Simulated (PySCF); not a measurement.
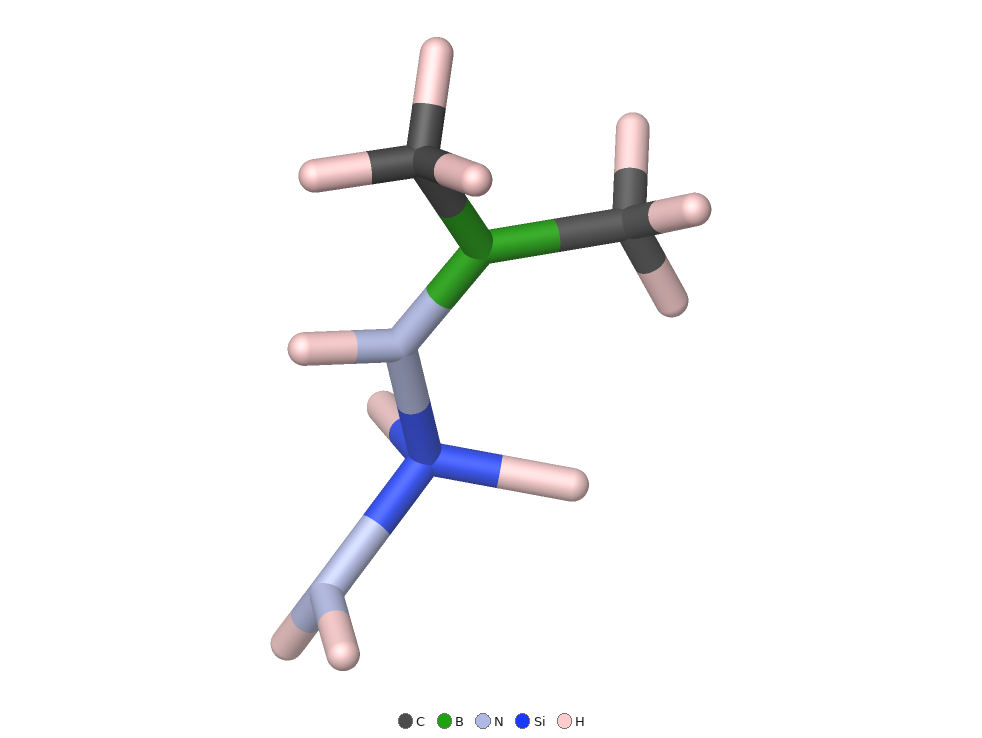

The geometry was computed by an optimisation with PBE0-D3(BJ)/def2-SVP. No frequency run is at hand to confirm it as a minimum.

Give the structural formula.

SMILES: CB(C)N[SiH2]N

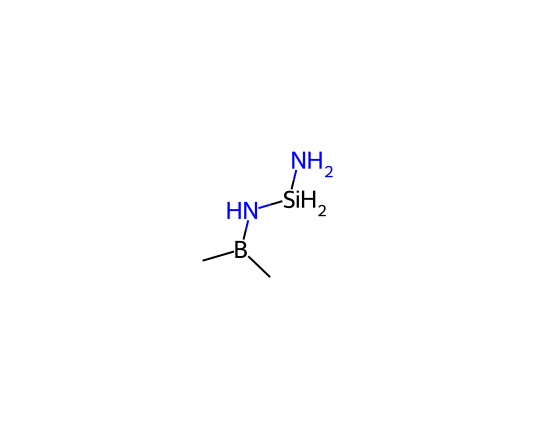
